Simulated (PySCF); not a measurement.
## Electronic structure of C₃H₁₃BF₂Si₃ in real space

```xyz
22

C    -1.4015    0.0748    2.2082
C    -1.5606    0.6644    0.8122
Si   -1.0577   -0.5414   -0.5918
Si   -1.0945    0.6266   -2.6060
Si    0.9541   -1.5979   -0.0735
C     2.4224   -0.3743   -0.3670
B     2.2701    0.8353    0.5743
F     2.7269    0.8650    1.8173
F     1.5671    1.9165    0.2547
H    -1.9465   -0.8633    2.2971
H    -1.7804    0.7606    2.9649
H    -0.3526   -0.1182    2.4272
H    -2.6002    0.9675    0.6711
H    -0.9648    1.5759    0.7436
H    -2.0967   -1.6014   -0.5735
H    -0.7639   -0.2560   -3.7303
H    -2.3893    1.2341   -2.9286
H    -0.1102    1.7110   -2.6267
H     1.1428   -2.1277    1.2870
H     1.2834   -2.7276   -0.9603
H     3.3427   -0.9224   -0.1863
H     2.3990   -0.0821   -1.4143
```

Geometry: GFN2-xTB.

Theory: PBE0/pcSseg-1, SCF density, gas phase, non-relativistic in PySCF 2.14.0.

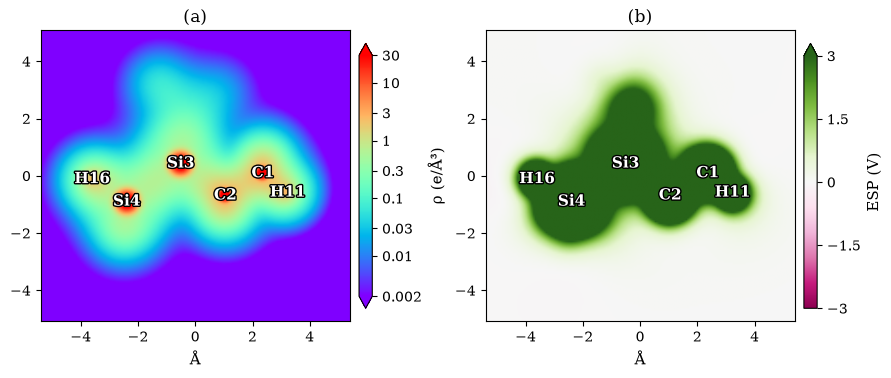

Figure 1. (a) total electron density; (b) electrostatic potential on the plane of atoms C2, C1 and H11.

**What do the fields say about this system?**

- Atoms in the plane: C, Si and H.
- C–C (1.52 Å): ρ is about 1.6 e/Å³ halfway.
- C–Si (1.92 Å): the density is about 0.89 e/Å³ at the midpoint.
- Si–Si (2.33 Å): ρ is about 0.65 e/Å³ halfway.
- C–H (1.09 Å): the density is about 2 e/Å³ at the midpoint.
- Si–H (1.47 Å): ρ at the midpoint is about 0.79 e/Å³.
- The potential has no marked negative region in this plane.

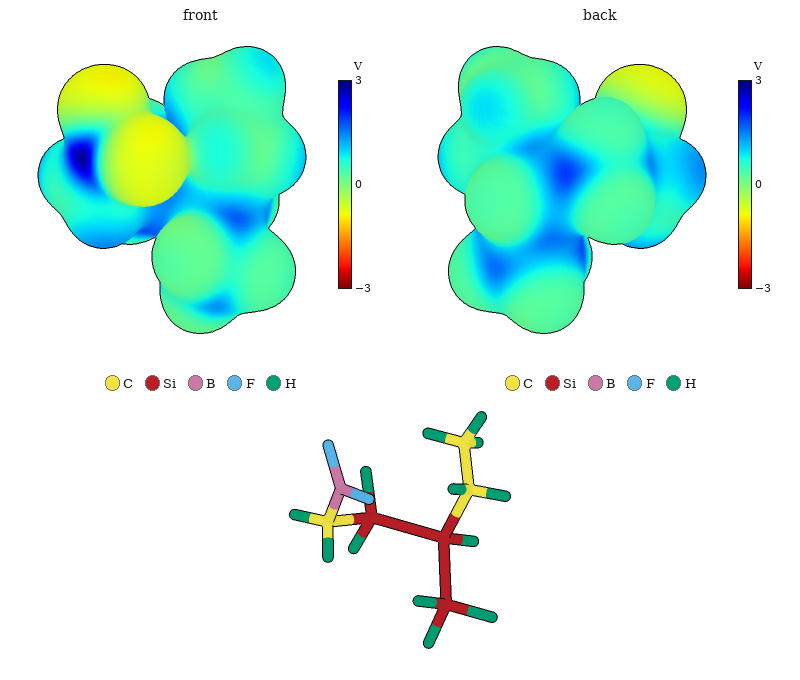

Figure 2. The molecular electrostatic potential painted on the density surface at 0.004 e/bohr³, seen from the front and from behind; red is negative and blue positive. The bare structure is drawn below in the same view.

**Where is the surface potential most negative and most positive?**

The most negative region (about −0.9 V) lies over F8 and F9, the most positive (about +2.7 V) over Si5 and B7.

**How polar is the molecule by this calculation?**

Its dipole moment is 1.02 D.
